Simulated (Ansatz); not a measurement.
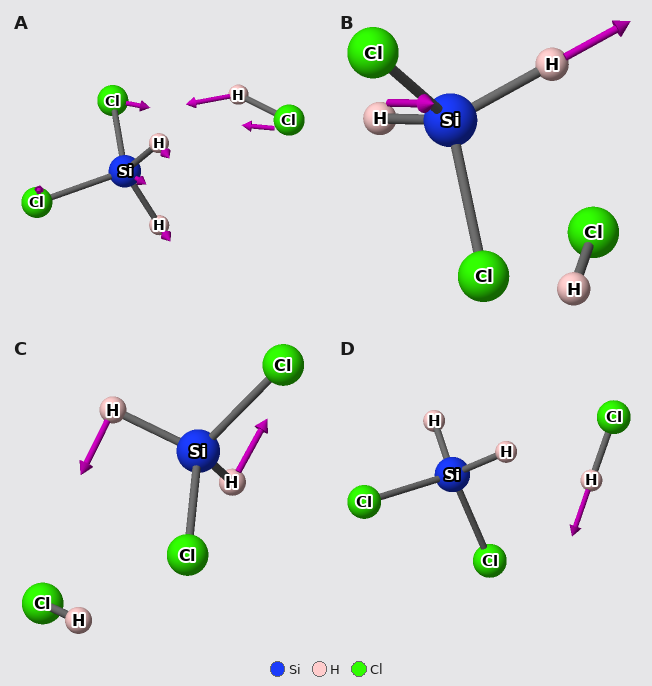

4 normal modes of one molecule or complex, as arrows. Harmonic vibrations computed with RKS PBE0-D4/def2-TZVP (Ansatz 0.2.0) at a stationary point of the same level.

### Match the panels to the wavenumbers 72 cm⁻¹, 705 cm⁻¹, 2301 cm⁻¹, 2938 cm⁻¹.

A: 72 cm⁻¹
B: 2301 cm⁻¹, out-of-phase stretching of 2 Si–H bonds
C: 705 cm⁻¹, Cl–Si–H bending
D: 2938 cm⁻¹, Cl–H stretching
